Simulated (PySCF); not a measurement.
# HO, charge −1, SMILES `[OH-]`: electronic structure

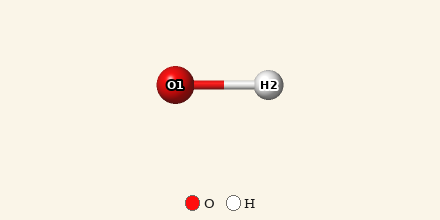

The molecule, with its atoms numbered as below. No frequency check shows the geometry to be a minimum.

Coordinates in Å:

```
O1       0.1088    0.0000    0.0000
H2      -0.8701    0.0000    0.0000
```

## 1. Bonding charge

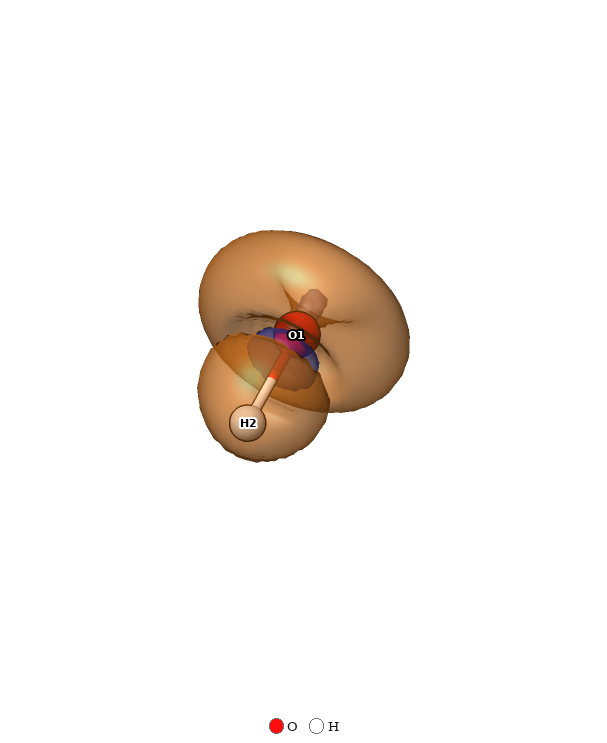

Deformation density (molecule less spherical, spin-averaged free atoms at the same positions), surfaces at ±0.1 e/Å³; orange: gain, blue: loss.

Level of theory: PBE0/6-311+G** (PySCF), at a geometry from GFN2-xTB. The highest occupied Kohn–Sham orbital has positive energy, a self-interaction fault of such functionals for anions.

> Describe the bonding that the map shows.

O1–H2: +0.79 e/Å³ at the bond critical point (bond length 0.98 Å). In all, 1.1 electrons gather in the regions of gain relative to the promolecule of neutral atoms (this includes the anion's extra charge).

> Where do the Hirshfeld charges lie?

The highest Hirshfeld charge is on H2 (−0.10 e), the lowest on O1 (−0.91 e).

## 2. Electrostatic potential

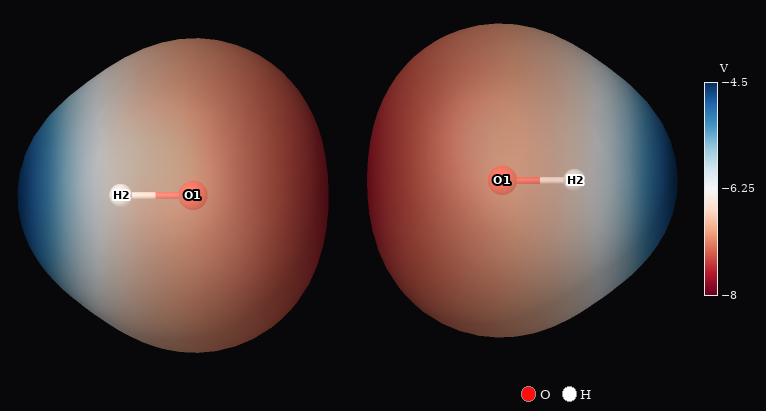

Electrostatic potential on the surface of electron density 0.001 a.u. (back view left, front view right).

> Where are the extremes of the potential on the surface?

Highest: −4.55 V, 1.4 Å from H2. Lowest: −7.67 V, 1.8 Å from O1. The surface is sampled at points, so like sites can differ by a few per cent and only the strongest of them is named.

> What volume does the surface enclose?

About 38 Å³.

## 3. In an electric field

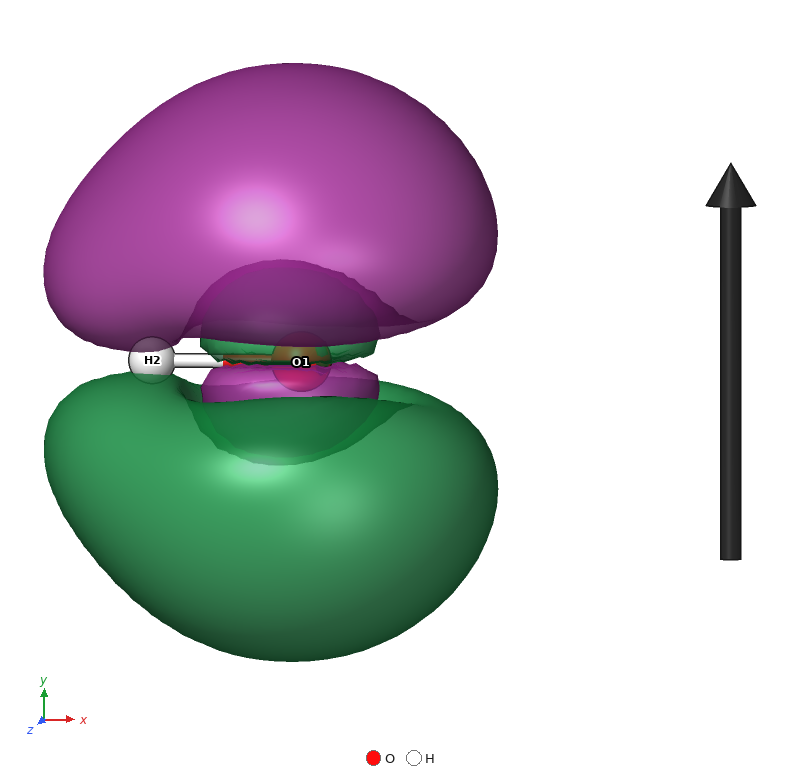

Change of the electron density in a uniform field of 0.10 V/Å along +y (arrow), surfaces at ±0.0003 e/Å³ (green: gain, purple: loss).

Level of theory: HF/def2-SVPD (PySCF), at a geometry from GFN2-xTB.

The field was applied in both directions; the picture shows the one opposite to the script's first.

> What dipole is induced, and what polarisability does it imply?

The induced dipole is 0.08 D (along the field); α along this axis, from the fields in both directions, is 16 bohr³ (2.3 Å³).

## 4. Localised orbitals

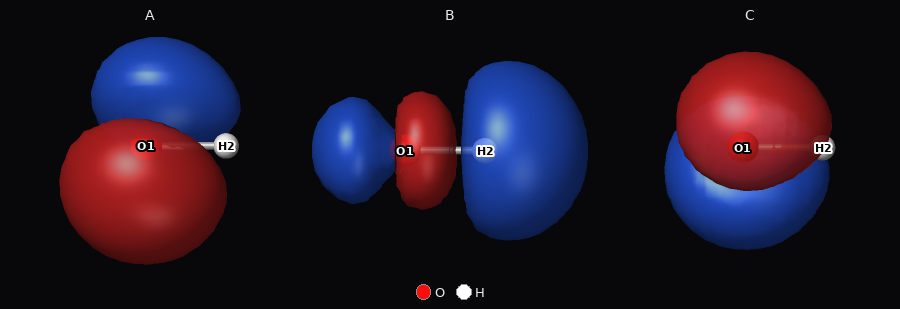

Intrinsic bond orbitals (IBO), occupied and valence-virtual; each surface holds about 80 % of the orbital's density. Energies are diagonal elements of the Fock matrix.

Method: B3LYP/aug-cc-pVDZ; geometry: GFN2-xTB; program: PySCF.

> What does each orbital represent in a Lewis picture?

By panel:
- A: lone pair on O1 (p-type) (O1 100 %; 0.3 eV)
- B: σ* orbital H2–O1, mostly on H2 (H2 63 %, O1 37 %; 14.5 eV)
- C: lone pair on O1 (p-type) (O1 100 %; 0.8 eV)

> Which has the smallest and which the largest spatial spread?

Smallest: A (0.99 Å); largest: B (1.04 Å).

The PySCF runs shown took 2.3 s, 1.1 s and 1.6 s on 1 thread of AMD EPYC 7R43 64-Core Processor (Zen 3), on a shared host.
